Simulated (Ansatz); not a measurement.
C3H8BGaO

Input

```
crystal:
  periodic: [false, false, false]
  atoms:
    - {symbol: C, position_ang: [-1.333367, 0.045028, -1.347512]}
    - {symbol: C, position_ang: [-0.600314, 0.950942, -0.365889]}
    - {symbol: B, position_ang: [0.767219, 0.288731, 0.181493]}
    - {symbol: Ga, position_ang: [0.702749, -1.593671, 1.167894]}
    - {symbol: C, position_ang: [1.538079, 1.015667, 1.218380]}
    - {symbol: O, position_ang: [2.123287, 1.518187, 2.057713]}
    - {symbol: H, position_ang: [-2.239821, 0.521111, -1.730873]}
    - {symbol: H, position_ang: [-0.700163, -0.199315, -2.204793]}
    - {symbol: H, position_ang: [-1.627329, -0.899055, -0.881980]}
    - {symbol: H, position_ang: [-0.364591, 1.898317, -0.862384]}
    - {symbol: H, position_ang: [-1.268876, 1.206192, 0.462699]}
    - {symbol: H, position_ang: [-0.479444, -2.579741, 0.834742]}
    - {symbol: H, position_ang: [1.875223, -2.093678, 2.095963]}
    - {symbol: H, position_ang: [1.607337, -0.078712, -0.625453]}
basis:
  gaussian: {orbitals: def2-TZVPP}
hamiltonian: {xc: pbe0, dispersion: d4}
output: {orbitals: {seedname: orbitals}}
```

Launched as:

```sh
ansatz run in.yaml --threads 2 --pin off --events-out ev --progress --plain --max-ram 32768MiB --backend cuda --devices 0, --max-vram 18GiB
```

Geometry: PBE0-D4/def2-TZVP.

Computed with Ansatz, RKS PBE0-D4/def2-TZVPP.

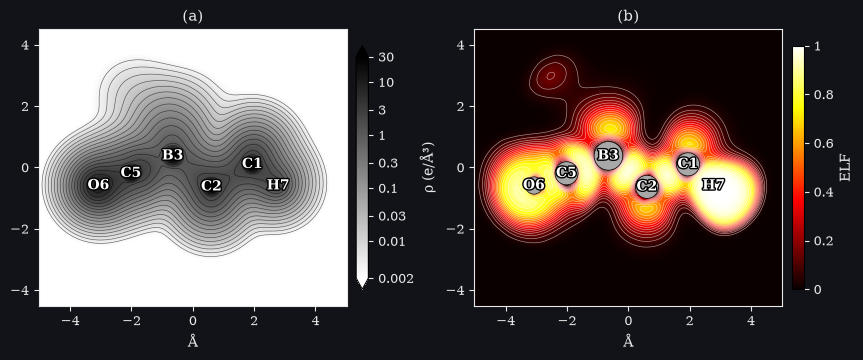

Figure 1. (a) electron density; (b) ELF on the plane of atoms C2, C1 and H7. Grey discs cover the atomic cores in the ELF map.

What does the map show?

Answer.
- The section cuts through C, B, O and H sites.
- C–O (1.14 Å): ρ is about 4 e/Å³ halfway; the ELF peaks at about 0.85 between the atoms (a multiple bond).
- C–B (1.48 Å): ρ at the midpoint is about 1.5 e/Å³; the ELF peaks at about 0.95 between the atoms: localised, covalent bonding.
- C–C (1.52 Å): the density is about 1.6 e/Å³ at the midpoint; the ELF peaks at about 0.95 between the atoms (localised, covalent bonding).
- C–H (1.09 Å): ρ is about 2 e/Å³ halfway; the ELF climbs to about 1 towards the hydrogen, as it does in any bond to H; an ordinary covalent bond to hydrogen.
- C–B (1.62 Å): ρ at the midpoint is about 1.3 e/Å³; the ELF peaks at about 0.95 between the atoms (a shared electron pair).
- The ELF also peaks beside O6, away from the bonds: lone-pair regions.

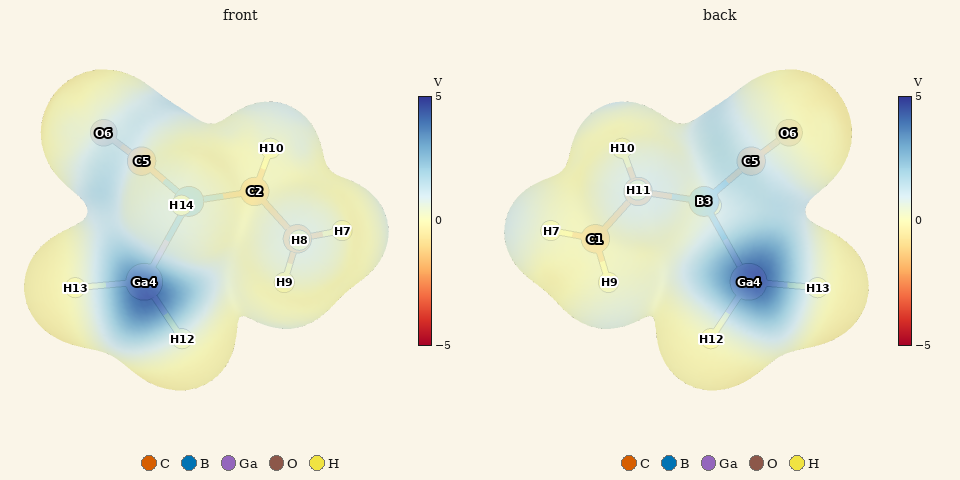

Figure 2. The molecular electrostatic potential painted on the density surface at 0.004 e/bohr³, seen from the front and from behind; red is negative and blue positive.

Where is the surface potential most negative and most positive?

Answer. The most negative region (about −0.4 V, or −9 kcal/mol for a unit charge) lies over O6 and H13, the most positive (about +4.1 V, or +95 kcal/mol for a unit charge) over Ga4.

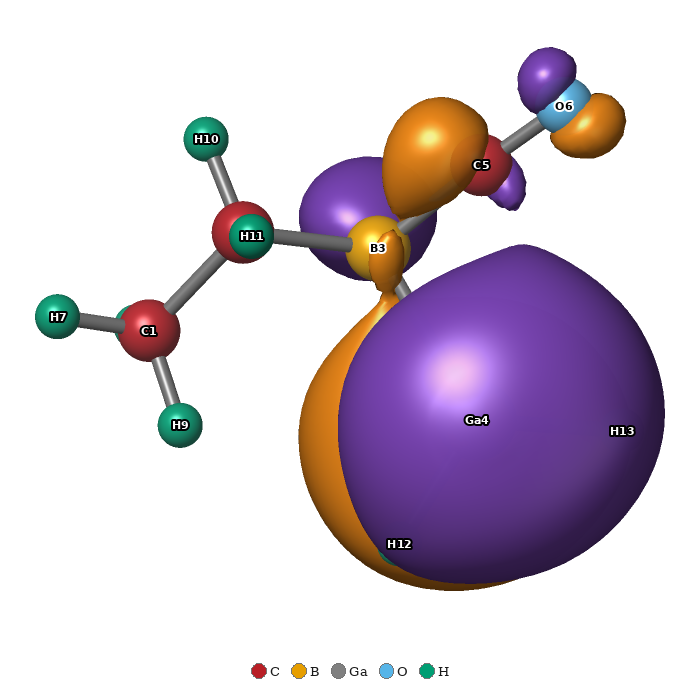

Figure 3. The LUMO at ±0.08 Å⁻³ᐟ² (orange and purple are the two phases), seen at an oblique angle.

Where does this orbital lie, and at what energy?

Answer. By Hirshfeld shares it lies mainly on Ga4 (about 75 %) and B3 (about 5 %). Its energy is −1.61 eV.
